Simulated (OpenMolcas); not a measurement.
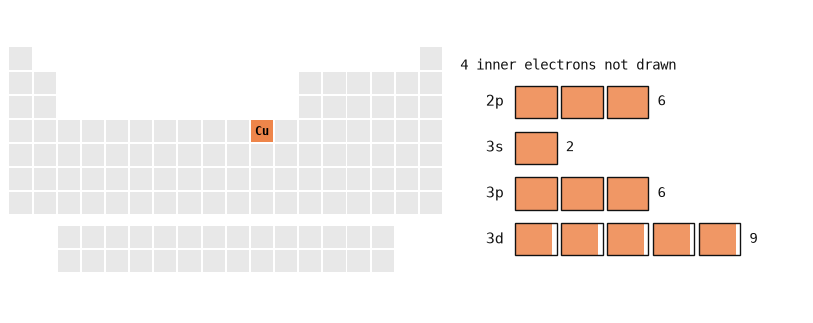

Figure 1. Left, the place of copper in the periodic table; right, the outer shells of the leading configuration of the lowest level: a box for each of the 2l + 1 orbitals, shaded by the share of the shell that is filled, with the electron count at the right.

# Multiconfigurational calculation for Cu²⁺ complex

- system: Cu²⁺ with 6 ligands (O; tetragonal octahedron, 2.07 Å), neutralised by 6 outer point charges of +1.7 e, whose field is part of the energies.
- method: state-averaged SS-CASPT2, IPEA shift 0.25, imaginary shift 0.1 hartree, closed shells 3s 3p of the metal and the valence shells of the ligands correlated, active space 9 electrons in the shell 3d, basis ANO-RCC-VDZP on the metal and ANO-RCC-VDZP on the ligands, DKH2 scalar Hamiltonian, spin-orbit coupling by RASSI with atomic mean-field integrals (OpenMolcas)

Input file:
```
&GATEWAY
Coord
7

Cu 0.0 0.0 0.0
O 2.070000 0.000000 0.000000
O 0.000000 2.070000 0.000000
O -2.070000 0.000000 0.000000
O 0.000000 -2.070000 0.000000
O 0.000000 0.000000 2.111400
O 0.000000 0.000000 -2.111400
Basis=Cu.ANO-RCC-VDZP,O.ANO-RCC-VDZP
Group=XYZ
NoMove
AngMom=0.0 0.0 0.0
AMFI
RICD
XField
3 Angstrom 0
4.670000 0.000000 0.000000 1.666667
0.000000 4.670000 0.000000 1.666667
0.000000 0.000000 4.711400 1.666667
&SEWARD
&RASSCF
FileOrb=start.orb
Symmetry=1
Spin=2
nActEl=9 0 0
Inactive=18 21
Ras2=5 0
CIRoot=5 5 1
SDav=5
CIMx=300
Iter=150 100
PrWF=0.3
OrbListing=Nothing
MaxOrb=0
LevShft=1.0
>>> COPY $Project.JobIph JOB001
&RASSI
NrOfJobIphs=1 5
1 2 3 4 5
IphNames
JOB001
EJob
SpinOrbit
DIPRint=1.0
SOCoupling=1000.0
Subsets=2
Property=9
'ANGMOM' 1 'ANGMOM' 2 'ANGMOM' 3 'MLTPL  1' 1 'MLTPL  1' 2 'MLTPL  1' 3
'AMFI' 1 'AMFI' 2 'AMFI' 3
SOProperty=3
'ANGMOM' 1 'ANGMOM' 2 'ANGMOM' 3
>>> COPY JOB001 $Project.JobIph
&CASPT2
Multistate=5 1 2 3 4 5
NoMult
Frozen=5 6
IPEA=0.25
Imaginary=0.1
MaxIter=60
WThr=0.0 0.3 0.05
PrWF=0.5
NoMix
```

The file start.orb holds starting orbitals from an earlier step. A driver script formed the levels outside the program, from RASSI's spin-orbit matrix and the CASPT2 energies (for multi-state variants, the effective Hamiltonian), averaged over the components of each term or state. The log and the time are those of the CASPT2 step.

Command:
```bash
OMP_NUM_THREADS=1 MOLCAS_MEM=2457 MOLCAS_PROJECT=a pymolcas a.inp > a.log  # once for each step of the input, in one work folder
```

Output (extracts):
```
--- CASPT2 ---
Orbital specifications:
      -----------------------

      Symmetry species                           1   2
                                                ag  au
      Frozen orbitals                            5   6
      Inactive orbitals                         13  15
      Active orbitals                            5   0
      Secondary orbitals                        34  40
      Deleted orbitals                           0   0
      Number of basis functions                 57  61
Type of calculation                        SS-CASPT2
      Fock operator                              state-specific
      IPEA shift                                 0.25
      Real shift                                 0.00
      Imaginary shift                            0.10
      The input orbitals will be transformed to quasi-canonical
Reference energy:       -2106.5981777451
      E2 (Non-variational):      -1.9249962188
      Shift correction:          -0.0022371608
      E2 (Variational):          -1.9272333796
      Total energy:           -2108.5254111247
      Residual norm:              0.0000002036
      Reference weight:           0.64056
      Contributions to the CASPT2 correlation energy
      Active & Virtual Only:         -0.2992113986
      One Inactive Excited:          -0.2279424253
      Two Inactive Excited:          -1.3978423949
Reference energy:       -2106.5956360107
      E2 (Non-variational):      -1.9243210752
      Shift correction:          -0.0022364671
      E2 (Variational):          -1.9265575423
      Total energy:           -2108.5221935531
      Residual norm:              0.0000001927
      Reference weight:           0.64065
      Contributions to the CASPT2 correlation energy
      Active & Virtual Only:         -0.2989916848
      One Inactive Excited:          -0.2277805321
      Two Inactive Excited:          -1.3975488583
::    CASPT2 Root  1     Total energy:  -2108.52541112
::    CASPT2 Root  2     Total energy:  -2108.52219355
::    CASPT2 Root  3     Total energy:  -2108.50096466
::    CASPT2 Root  4     Total energy:  -2108.50010225
::    CASPT2 Root  5     Total energy:  -2108.50010225
```

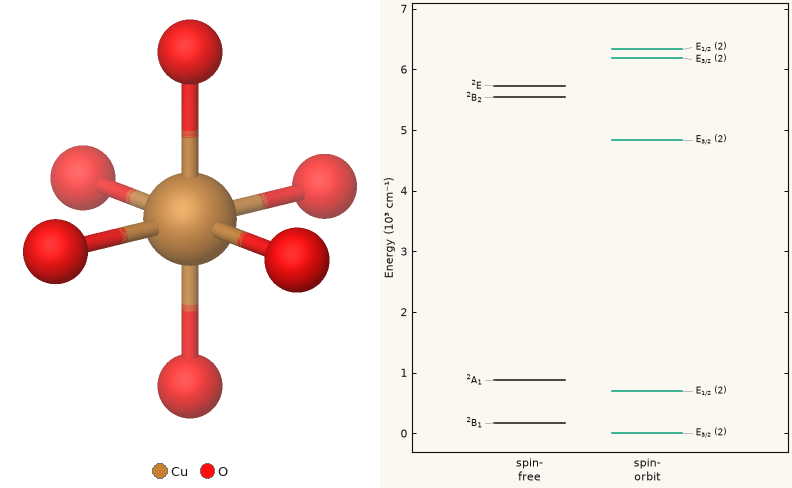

Figure 2. Cu²⁺ (3d⁹) with 6 ligands, O²⁻, at 2.07 Å (arrangement: tetragonal octahedron, D4h), axial distortion 1.02, neutralised by outer point charges of +1.7 e, and its levels. Labels give the representation in O, Td, D4 or D3 as the site allows (double group for half-integer spin) where it could be assigned and, in brackets, the degeneracy; spin-free states, where drawn, share the zero of the spin-orbit levels. The ground level is E₃/₂, a Kramers doublet, 100 % from states of spin multiplicity 2. Its principal g values are 2.19, 2.19 and 2.99. The next level lies at 689 cm⁻¹ (E₁/₂). The lowest spin-free state is ²B₁, from the free-ion D term; of the same spin there follow at 706 cm⁻¹ (²A₁), 5,370 cm⁻¹ (²B₂) and 5,550 cm⁻¹ (²E) above it.

Summary:

- outcome: converged
- energy of the lowest spin-free term: −2108.52541 hartree
- energy of the lowest spin-orbit level: −2108.52619 hartree
- CASPT2 correlation energy: −1.9272 hartree
- largest spread among components of a term: 0.0 cm⁻¹
- lowest reference weight: 0.641
- hardware: 1 thread of Intel Xeon (Sapphire Rapids), 16 GiB of memory available, shared host
- wall time: 10 s
- peak memory: 0.18 GiB

Notes:

Caveats: bare point charges leave oxide and sulfide ligands too diffuse, field too small; with a single d shell and no ligand orbitals active, the ligand field and the g values of a late 3d ion can be well off; distances are set from ionic radii, not optimised.
